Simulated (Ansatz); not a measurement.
The calculation's input:

```
crystal:
  periodic: [false, false, false]
  atoms:
    - { symbol: Al, position_ang: [-0.141099, 0.0, -1.022325] }
    - { symbol: Cl, position_ang: [1.681514, 0.0, 1.880755] }
    - { symbol: H, position_ang: [2.088522, 0.0, 0.600404] }
    - { symbol: H, position_ang: [-1.681938, 0.0, -0.334634] }
basis:
  gaussian: { orbitals: def2-SVP }
hamiltonian:
  xc: revpbe
  dispersion: d4
relax:
  f_tol: 0.03
  max_steps: 50
output:
  orbitals: {}
```

Run with:

```sh
ansatz run input.yaml --threads 1 --pin off --max-ram 2048MiB --backend cpu --events-out ev --progress --plain --runs-dir out
```

The fields are those of the run's last geometry, not of the input's.

The calculation used Ansatz, RKS revPBE-D4/def2-SVP.

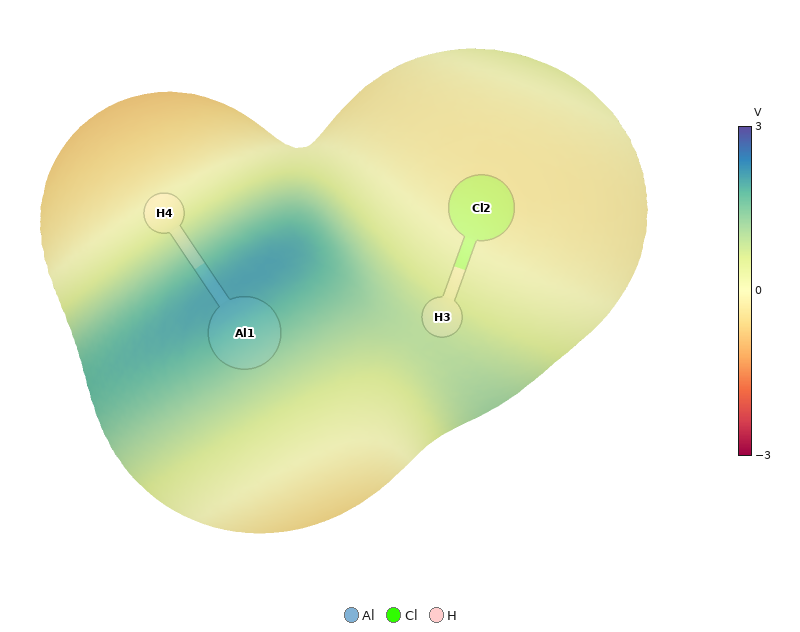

AlH···HCl. The electrostatic potential painted on the density surface at 0.002 e/bohr³, seen across its widest extent; red is negative and blue positive.

Q: Where is the surface potential most negative and most positive?

A: The most negative region (about −0.8 V, or −18 kcal/mol for a unit charge) lies over H4, the most positive (about +2.1 V, or +48 kcal/mol for a unit charge) over Al1. Cl2 shows a σ-hole: about +0.4 V, or +9 kcal/mol for a unit charge at the tip opposite its bond, against about −0.2 V on its flanks.
